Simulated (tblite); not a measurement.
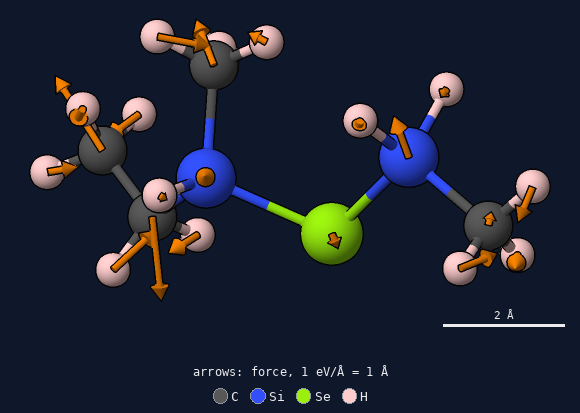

Starting geometry of C$_{4}$H$_{14}$SeSi$_{2}$ with the computed forces as orange arrows. A ball-and-stick model, seen at a tilt.

Computed with GFN2-xTB geometry optimisation, gas phase in tblite. 

What follows when this structure is relaxed?

Answer. It isn't relaxed: the largest force vector, on a C atom, is 1.51 eV/Å. The final displacements have little in common with the starting forces (cosine between the two patterns 0.19). The largest move after the best rigid fit is that of an H atom, 1.23 Å. By element the largest moves are H 1.23 Å, C 0.48 Å, Se 0.26 Å, Si 0.25 Å. Near-neighbour distances that change, for instance: C–H 1.125 → 1.091 Å, Se–Si 2.278 → 2.311 Å, C–C 1.496 → 1.522 Å, C–Si 1.882 → 1.901 Å. Bond angles that change, for instance: C–Si–C 106.5° → 112.3°, H–C–H 113.4° → 107.6°, Si–Se–Si 108.1° → 102.5°. Groups turn about C–Si by about 35°, C–C by about 30°, C–Si by about 30°. After 161 geometry steps the energy has fallen by 10.3 kcal/mol.
